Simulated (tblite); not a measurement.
Run report: C₄H₆F₂O₂Si, geometry relaxation (part 2 of 2)

Continued. System: C₄H₆F₂O₂Si. Method: GFN2-xTB geometry optimisation, gas phase (tblite 0.8.0). It belongs to a series of runs on one base structure; here: constitutional isomer.

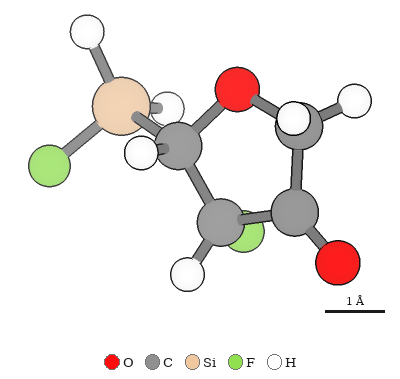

*The geometry at step 65 of the log (ball-and-stick view, seen at a tilt).*

## Trajectory as extended XYZ, continued
```
15
Properties=species:S:1:pos:R:3:forces:R:3 step=46 energy=-843.46396
O    -1.3672    2.6853    0.2457   -0.0240   0.0160   0.0020
C    -0.9898    1.5519    0.2390    0.0240  -0.0170  -0.0090
C    -1.6682    0.3444    0.8427    0.0060   0.0170  -0.0080
O    -0.8263   -0.7642    0.6463    0.0160   0.0000  -0.0020
C     0.4966   -0.3108    0.3368    0.0190   0.0120  -0.0170
Si    1.2975   -1.7025   -0.7024   -0.0030  -0.0070  -0.0130
F     2.8375   -1.2577   -0.8811   -0.0110   0.0060   0.0060
C     0.3234    1.0238   -0.3663    0.0190  -0.0130   0.0010
F     0.1331    0.8595   -1.7272   -0.0050  -0.0060  -0.0090
H    -2.6296    0.1574    0.3545   -0.0190  -0.0010   0.0160
H    -1.8486    0.5228    1.9124    0.0080   0.0060   0.0050
H     1.0404   -0.1192    1.2757   -0.0260  -0.0030   0.0030
H     1.3223   -2.9237    0.0815    0.0000  -0.0050   0.0040
H     0.7113   -1.7730   -2.0246    0.0090  -0.0050  -0.0050
H     1.1632    1.7141   -0.2552   -0.0140   0.0010   0.0270
15
Properties=species:S:1:pos:R:3:forces:R:3 step=49 energy=-843.46428
O    -1.3675    2.6843    0.2455    0.0050  -0.0190  -0.0110
C    -0.9885    1.5509    0.2366   -0.0150   0.0140   0.0080
C    -1.6669    0.3441    0.8414   -0.0030  -0.0080   0.0050
O    -0.8268   -0.7657    0.6409   -0.0040   0.0190  -0.0050
C     0.4968   -0.3112    0.3362   -0.0050   0.0000  -0.0040
Si    1.2968   -1.7037   -0.7016    0.0060   0.0020   0.0000
F     2.8354   -1.2560   -0.8809    0.0090   0.0040   0.0050
C     0.3249    1.0225   -0.3679   -0.0120   0.0140  -0.0050
F     0.1341    0.8590   -1.7291    0.0120  -0.0030   0.0090
H    -2.6321    0.1579    0.3595    0.0000   0.0030   0.0160
H    -1.8414    0.5224    1.9128    0.0110   0.0050  -0.0070
H     1.0333   -0.1161    1.2784   -0.0040  -0.0140  -0.0020
H     1.3223   -2.9245    0.0826   -0.0010  -0.0060   0.0020
H     0.7123   -1.7697   -2.0240    0.0000  -0.0130  -0.0160
H     1.1628    1.7138   -0.2525    0.0010   0.0020   0.0050
15
Properties=species:S:1:pos:R:3:forces:R:3 step=51 energy=-843.46442
O    -1.3675    2.6842    0.2463    0.0040  -0.0090  -0.0140
C    -0.9889    1.5508    0.2361   -0.0180   0.0120  -0.0050
C    -1.6672    0.3444    0.8415    0.0020  -0.0020   0.0070
O    -0.8274   -0.7650    0.6405   -0.0120  -0.0060  -0.0130
C     0.4960   -0.3112    0.3347   -0.0100  -0.0070   0.0020
Si    1.2964   -1.7047   -0.7020    0.0040  -0.0010  -0.0030
F     2.8344   -1.2541   -0.8799    0.0100   0.0000   0.0050
C     0.3245    1.0226   -0.3691   -0.0110   0.0080   0.0090
F     0.1366    0.8592   -1.7304    0.0100   0.0050   0.0090
H    -2.6339    0.1575    0.3630    0.0030   0.0060   0.0120
H    -1.8386    0.5242    1.9129    0.0070   0.0040   0.0060
H     1.0312   -0.1159    1.2773    0.0080  -0.0140   0.0010
H     1.3228   -2.9257    0.0837   -0.0020   0.0100  -0.0090
H     0.7150   -1.7717   -2.0267    0.0040  -0.0130   0.0020
H     1.1622    1.7133   -0.2498    0.0020   0.0060  -0.0070
15
Properties=species:S:1:pos:R:3:forces:R:3 step=54 energy=-843.46482
O    -1.3736    2.6825    0.2375   -0.0250   0.0270  -0.0130
C    -0.9936    1.5500    0.2315    0.0290  -0.0180  -0.0120
C    -1.6666    0.3439    0.8430   -0.0040   0.0200  -0.0020
O    -0.8288   -0.7648    0.6361   -0.0110  -0.0260  -0.0080
C     0.4951   -0.3112    0.3334   -0.0040  -0.0050   0.0040
Si    1.2969   -1.7060   -0.7040   -0.0060   0.0210  -0.0020
F     2.8352   -1.2534   -0.8796   -0.0100  -0.0110   0.0080
C     0.3240    1.0250   -0.3679    0.0270  -0.0250   0.0150
F     0.1484    0.8621   -1.7302   -0.0040   0.0160  -0.0090
H    -2.6373    0.1553    0.3754   -0.0150   0.0030  -0.0020
H    -1.8283    0.5290    1.9147    0.0100  -0.0050   0.0270
H     1.0278   -0.1172    1.2781    0.0110  -0.0210  -0.0090
H     1.3183   -2.9278    0.0819    0.0040   0.0250  -0.0160
H     0.7171   -1.7754   -2.0306    0.0150  -0.0060   0.0260
H     1.1611    1.7160   -0.2413   -0.0150   0.0040  -0.0070
15
Properties=species:S:1:pos:R:3:forces:R:3 step=57 energy=-843.46578
O    -1.3913    2.6770    0.2086   -0.0180   0.0040  -0.0230
C    -1.0012    1.5478    0.2183    0.0240  -0.0010   0.0210
C    -1.6642    0.3442    0.8461   -0.0160  -0.0010   0.0020
O    -0.8352   -0.7671    0.6165   -0.0070   0.0090   0.0290
C     0.4921   -0.3125    0.3320   -0.0050  -0.0070   0.0010
Si    1.2974   -1.7034   -0.7077   -0.0060   0.0190   0.0110
F     2.8373   -1.2552   -0.8757   -0.0070  -0.0070   0.0060
C     0.3262    1.0279   -0.3631    0.0230  -0.0200  -0.0190
F     0.1743    0.8691   -1.7285   -0.0110   0.0200  -0.0230
H    -2.6474    0.1537    0.4079   -0.0200   0.0130  -0.0010
H    -1.7936    0.5360    1.9225    0.0150  -0.0240  -0.0020
H     1.0166   -0.1276    1.2832    0.0030  -0.0140  -0.0140
H     1.3085   -2.9265    0.0743    0.0140   0.0020   0.0070
H     0.7208   -1.7808   -2.0336    0.0060   0.0130  -0.0040
H     1.1555    1.7255   -0.2228    0.0060  -0.0060   0.0080
15
Properties=species:S:1:pos:R:3:forces:R:3 step=60 energy=-843.46623
O    -1.3907    2.6774    0.2068    0.0060  -0.0150  -0.0200
C    -0.9999    1.5482    0.2181   -0.0220   0.0140  -0.0060
C    -1.6659    0.3461    0.8470    0.0070  -0.0020   0.0080
O    -0.8419   -0.7673    0.6111    0.0040  -0.0010   0.0080
C     0.4866   -0.3155    0.3290   -0.0020  -0.0020  -0.0080
Si    1.2973   -1.7023   -0.7076    0.0040  -0.0240  -0.0080
F     2.8363   -1.2509   -0.8698    0.0100   0.0040   0.0040
C     0.3265    1.0258   -0.3655   -0.0220   0.0140   0.0020
F     0.1751    0.8721   -1.7318   -0.0070   0.0110   0.0030
H    -2.6541    0.1595    0.4174    0.0040   0.0200   0.0040
H    -1.7824    0.5351    1.9253   -0.0050  -0.0090   0.0050
H     1.0112   -0.1344    1.2805    0.0000   0.0010   0.0010
H     1.3138   -2.9241    0.0758    0.0080  -0.0070   0.0110
H     0.7291   -1.7855   -2.0363   -0.0020   0.0170  -0.0090
H     1.1547    1.7239   -0.2219    0.0180  -0.0180   0.0050
15
Properties=species:S:1:pos:R:3:forces:R:3 step=62 energy=-843.46656
O    -1.3923    2.6773    0.2001   -0.0030  -0.0110  -0.0090
C    -1.0010    1.5483    0.2169   -0.0090   0.0090  -0.0210
C    -1.6668    0.3471    0.8490    0.0150   0.0150   0.0070
O    -0.8471   -0.7677    0.6065    0.0020  -0.0120  -0.0170
C     0.4823   -0.3180    0.3260    0.0000   0.0000  -0.0100
Si    1.2986   -1.7038   -0.7082    0.0040  -0.0160  -0.0120
F     2.8369   -1.2466   -0.8655   -0.0010  -0.0010   0.0050
C     0.3257    1.0254   -0.3668   -0.0150   0.0060   0.0190
F     0.1768    0.8770   -1.7341   -0.0060   0.0010   0.0180
H    -2.6601    0.1664    0.4281    0.0230   0.0080   0.0050
H    -1.7718    0.5331    1.9287   -0.0170   0.0080   0.0150
H     1.0051   -0.1390    1.2793    0.0010   0.0070  -0.0090
H     1.3171   -2.9245    0.0775    0.0070  -0.0030   0.0020
H     0.7358   -1.7876   -2.0399    0.0020   0.0150   0.0030
H     1.1565    1.7207   -0.2195   -0.0030  -0.0260   0.0040
15
Properties=species:S:1:pos:R:3:forces:R:3 step=65 energy=-843.46695
O    -1.4038    2.6737    0.1792   -0.0120  -0.0100  -0.0060
C    -1.0056    1.5477    0.2103    0.0170   0.0030   0.0190
C    -1.6647    0.3481    0.8527    0.0030   0.0010   0.0050
O    -0.8492   -0.7686    0.6014   -0.0090   0.0090  -0.0110
C     0.4809   -0.3193    0.3240   -0.0050  -0.0110   0.0000
Si    1.2994   -1.7053   -0.7108   -0.0050   0.0110   0.0070
F     2.8388   -1.2494   -0.8628   -0.0100  -0.0040   0.0030
C     0.3254    1.0268   -0.3640    0.0120  -0.0150  -0.0040
F     0.1853    0.8843   -1.7328    0.0000  -0.0020   0.0080
H    -2.6625    0.1701    0.4424    0.0110  -0.0080   0.0030
H    -1.7585    0.5330    1.9342   -0.0070   0.0190  -0.0030
H     1.0017   -0.1438    1.2793    0.0000   0.0080  -0.0160
H     1.3152   -2.9254    0.0761    0.0070  -0.0020  -0.0050
H     0.7361   -1.7830   -2.0424    0.0060   0.0090  -0.0020
H     1.1571    1.7190   -0.2084   -0.0090  -0.0070   0.0020
15
Properties=species:S:1:pos:R:3:forces:R:3 step=68 energy=-843.46713
O    -1.4088    2.6717    0.1718    0.0050  -0.0140  -0.0050
C    -1.0063    1.5473    0.2089   -0.0010   0.0060   0.0090
C    -1.6639    0.3492    0.8552   -0.0020  -0.0040   0.0010
O    -0.8510   -0.7684    0.6007   -0.0010   0.0020   0.0090
C     0.4791   -0.3211    0.3222   -0.0030  -0.0020   0.0020
Si    1.2980   -1.7060   -0.7119   -0.0020  -0.0020   0.0010
F     2.8377   -1.2508   -0.8606    0.0020   0.0020   0.0010
C     0.3254    1.0259   -0.3636   -0.0010   0.0020  -0.0020
F     0.1897    0.8877   -1.7328   -0.0020  -0.0030  -0.0010
H    -2.6623    0.1700    0.4479   -0.0030  -0.0010   0.0010
H    -1.7556    0.5367    1.9365    0.0020   0.0080  -0.0060
H     1.0026   -0.1449    1.2755   -0.0040  -0.0010   0.0050
H     1.3165   -2.9257    0.0758    0.0010  -0.0030  -0.0090
H     0.7381   -1.7805   -2.0450    0.0040   0.0040  -0.0010
H     1.1564    1.7169   -0.2025    0.0060   0.0050  -0.0040
15
Properties=species:S:1:pos:R:3:forces:R:3 step=70 energy=-843.46716
O    -1.4096    2.6711    0.1702    0.0040  -0.0060  -0.0010
C    -1.0063    1.5471    0.2092   -0.0020   0.0000  -0.0100
C    -1.6641    0.3492    0.8557    0.0010   0.0040  -0.0020
O    -0.8518   -0.7684    0.6007    0.0020  -0.0050   0.0070
C     0.4784   -0.3216    0.3220    0.0010   0.0030   0.0020
Si    1.2980   -1.7062   -0.7119    0.0010   0.0000  -0.0030
F     2.8376   -1.2503   -0.8602    0.0000   0.0020   0.0020
C     0.3256    1.0258   -0.3636   -0.0020   0.0030   0.0050
F     0.1905    0.8883   -1.7330   -0.0040  -0.0030   0.0010
H    -2.6630    0.1702    0.4496   -0.0020   0.0010   0.0000
H    -1.7543    0.5380    1.9367    0.0000   0.0050   0.0040
H     1.0017   -0.1451    1.2753   -0.0020  -0.0030   0.0060
H     1.3167   -2.9263    0.0750    0.0000  -0.0040  -0.0080
H     0.7395   -1.7805   -2.0458    0.0030   0.0040   0.0000
H     1.1568    1.7168   -0.2020    0.0010  -0.0010  -0.0040
15
Properties=species:S:1:pos:R:3:forces:R:3 step=73 energy=-843.46722
O    -1.4158    2.6678    0.1601    0.0020   0.0120   0.0020
C    -1.0077    1.5460    0.2069   -0.0010  -0.0090  -0.0140
C    -1.6634    0.3490    0.8569    0.0000   0.0040  -0.0010
O    -0.8503   -0.7684    0.6039    0.0020   0.0000   0.0020
C     0.4796   -0.3212    0.3237    0.0030   0.0000   0.0050
Si    1.2973   -1.7058   -0.7127    0.0010   0.0050   0.0000
F     2.8380   -1.2534   -0.8611   -0.0040   0.0020   0.0040
C     0.3268    1.0268   -0.3613    0.0000  -0.0060   0.0000
F     0.1944    0.8898   -1.7312    0.0000  -0.0020   0.0050
H    -2.6626    0.1678    0.4526    0.0000   0.0010   0.0020
H    -1.7522    0.5417    1.9375    0.0000  -0.0010   0.0030
H     1.0025   -0.1457    1.2774    0.0050  -0.0020   0.0020
H     1.3134   -2.9287    0.0698    0.0000  -0.0030  -0.0030
H     0.7381   -1.7762   -2.0462    0.0020   0.0040  -0.0040
H     1.1575    1.7186   -0.1981   -0.0100  -0.0070  -0.0020
15
Properties=species:S:1:pos:R:3:forces:R:3 step=76 energy=-843.46729
O    -1.4174    2.6664    0.1557    0.0010   0.0110  -0.0050
C    -1.0085    1.5450    0.2044   -0.0040   0.0000   0.0120
C    -1.6633    0.3495    0.8577   -0.0030  -0.0050   0.0030
O    -0.8493   -0.7684    0.6085   -0.0020   0.0070   0.0000
C     0.4802   -0.3214    0.3254   -0.0010  -0.0050   0.0020
Si    1.2962   -1.7052   -0.7134   -0.0010  -0.0050   0.0000
F     2.8374   -1.2546   -0.8600    0.0040   0.0070   0.0030
C     0.3269    1.0260   -0.3605   -0.0030  -0.0060  -0.0040
F     0.1959    0.8897   -1.7305    0.0040  -0.0100  -0.0040
H    -2.6622    0.1663    0.4533    0.0010   0.0000   0.0040
H    -1.7531    0.5455    1.9379    0.0010  -0.0030  -0.0070
H     1.0052   -0.1465    1.2780    0.0050   0.0020   0.0010
H     1.3129   -2.9302    0.0660   -0.0040   0.0000  -0.0040
H     0.7383   -1.7724   -2.0477    0.0000   0.0040  -0.0010
H     1.1565    1.7182   -0.1966    0.0000   0.0010   0.0010
15
Properties=species:S:1:pos:R:3:forces:R:3 step=79 energy=-843.46735
O    -1.4165    2.6665    0.1523   -0.0010  -0.0060  -0.0020
C    -1.0094    1.5443    0.2028    0.0020   0.0120   0.0010
C    -1.6640    0.3504    0.8588    0.0010   0.0050   0.0020
O    -0.8516   -0.7684    0.6097   -0.0010  -0.0050  -0.0030
C     0.4784   -0.3234    0.3259   -0.0020   0.0030  -0.0030
Si    1.2962   -1.7054   -0.7141    0.0030   0.0010  -0.0020
F     2.8368   -1.2510   -0.8562    0.0020   0.0040   0.0030
C     0.3260    1.0238   -0.3610    0.0000   0.0040   0.0010
F     0.1978    0.8881   -1.7312   -0.0010  -0.0150  -0.0050
H    -2.6646    0.1675    0.4590   -0.0020  -0.0020  -0.0030
H    -1.7495    0.5493    1.9384   -0.0020  -0.0030   0.0100
H     1.0040   -0.1480    1.2782    0.0010  -0.0010  -0.0030
H     1.3140   -2.9320    0.0623   -0.0050  -0.0020  -0.0020
H     0.7428   -1.7700   -2.0507   -0.0010   0.0030   0.0020
H     1.1552    1.7163   -0.1962    0.0040   0.0000   0.0040
15
Properties=species:S:1:pos:R:3:forces:R:3 step=81 energy=-843.46740
O    -1.4163    2.6665    0.1484   -0.0070   0.0020   0.0030
C    -1.0096    1.5445    0.2021    0.0070  -0.0030  -0.0110
C    -1.6642    0.3514    0.8599    0.0030   0.0040   0.0010
O    -0.8536   -0.7683    0.6089    0.0010  -0.0060  -0.0010
C     0.4770   -0.3247    0.3265   -0.0010   0.0050  -0.0030
Si    1.2970   -1.7051   -0.7145    0.0020   0.0080   0.0010
F     2.8373   -1.2477   -0.8533   -0.0020   0.0010   0.0040
C     0.3256    1.0224   -0.3611    0.0050   0.0030   0.0010
F     0.1980    0.8848   -1.7313   -0.0020  -0.0080   0.0000
H    -2.6660    0.1690    0.4633   -0.0030  -0.0010  -0.0060
H    -1.7463    0.5506    1.9396   -0.0020  -0.0010   0.0160
H     1.0022   -0.1493    1.2793   -0.0020  -0.0020  -0.0060
H     1.3139   -2.9338    0.0585   -0.0030  -0.0020   0.0000
H     0.7456   -1.7669   -2.0518   -0.0010   0.0010  -0.0010
H     1.1551    1.7146   -0.1964    0.0040  -0.0010   0.0010
15
Properties=species:S:1:pos:R:3:forces:R:3 step=84 energy=-843.46744
O    -1.4145    2.6673    0.1496   -0.0030   0.0030   0.0020
C    -1.0085    1.5450    0.2027   -0.0020  -0.0070   0.0000
C    -1.6644    0.3523    0.8605    0.0000  -0.0030   0.0020
O    -0.8541   -0.7681    0.6100    0.0010   0.0010   0.0020
C     0.4765   -0.3250    0.3270    0.0000  -0.0010  -0.0010
Si    1.2976   -1.7044   -0.7142   -0.0020   0.0000  -0.0010
F     2.8374   -1.2451   -0.8512    0.0000   0.0000   0.0040
C     0.3253    1.0213   -0.3617    0.0010  -0.0010  -0.0010
F     0.1944    0.8806   -1.7313    0.0020   0.0010   0.0000
H    -2.6657    0.1705    0.4616    0.0030   0.0010  -0.0010
H    -1.7487    0.5503    1.9407    0.0010   0.0010  -0.0010
H     1.0026   -0.1498    1.2791   -0.0030   0.0010  -0.0010
H     1.3147   -2.9348    0.0565   -0.0020   0.0030  -0.0010
H     0.7471   -1.7647   -2.0519    0.0000   0.0000  -0.0010
H     1.1559    1.7127   -0.1993    0.0040   0.0010  -0.0030
```

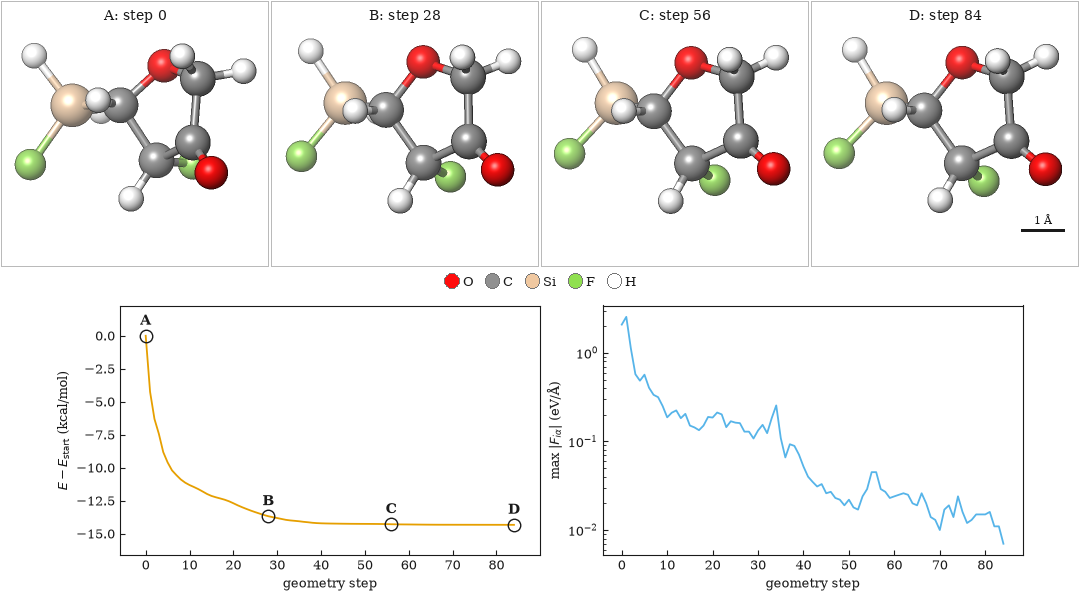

*Frames of the relaxation (ball-and-stick view, seen at a tilt) above the curves, on which the letters mark them (steps are counted from 0).*

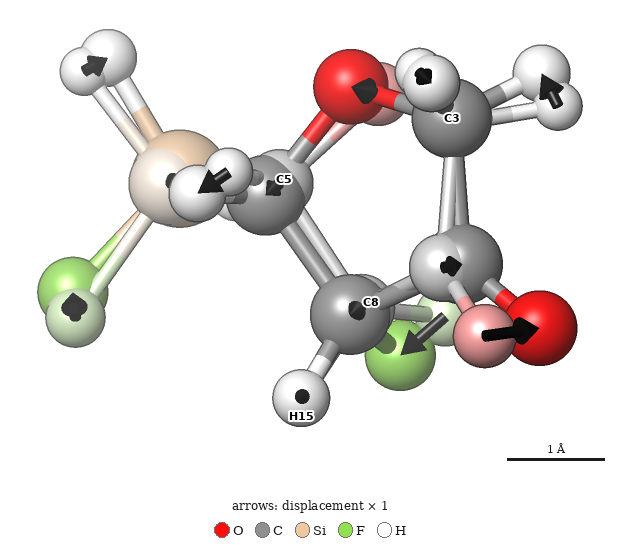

*Start (faint) and end (solid) with the displacements as black arrows, at true length (ball-and-stick view, seen at a tilt). The two geometries are laid on each other by the best rigid fit.*

The largest move after the best rigid fit is that of O1, 0.70 Å. By element the largest moves are O 0.70 Å, F 0.62 Å, H 0.43 Å, C 0.24 Å, Si 0.18 Å. Distances before and after: Si6–F7 1.700 → 1.613 Å, C5–Si6 1.843 → 1.913 Å, O4–C5 1.376 → 1.431 Å, C2–C8 1.510 → 1.540 Å. Among the angles that change: F9–C8–H15 115.6° → 106.5°, H13–Si6–H14 108.3° → 117.4°, O4–C5–Si6 115.5° → 106.5°. After 84 geometry steps the energy has fallen by 14.3 kcal/mol. Largest force component: 2.1 eV/Å at the start, 0.007 eV/Å at the end. (Atoms are counted from 1 in the order of the input.)

The run was set up as follows.

## The input
```
{"job": {"kind": "relax", "xc": "GFN2-xTB", "basis": "xTB"}, "charge": 0, "multiplicity": 1}
O     -0.924200     2.733500     0.649600
C     -0.829500     1.560200     0.356800
C     -1.661800     0.396800     0.814000
O     -1.037200    -0.739700     0.274100
C      0.299500    -0.413500     0.256100
Si     1.400500    -1.628500    -0.585000
F      2.923700    -0.890200    -0.737900
C      0.214400     0.914200    -0.522900
F     -0.398600     0.739800    -1.736800
H     -2.653100     0.547200     0.343200
H     -1.692300     0.344500     1.916100
H      0.607300    -0.180800     1.290100
H      1.587800    -2.871500     0.160800
H      1.001100    -1.969700    -1.955000
H      1.158200     1.465600    -0.545200
```

The first line tells a small driver script what to run in tblite; the rest is the geometry in Å.

Command:
```bash
OMP_NUM_THREADS=1 python <driver script> task.json out
```

## Summary

| quantity | value |
| --- | --- |
| outcome | converged |
| total energy | −843.4674 eV |
| hardware | 1 CPU thread, shared host |
| wall time | 0.96 s |
| peak memory | 0.18 GiB |
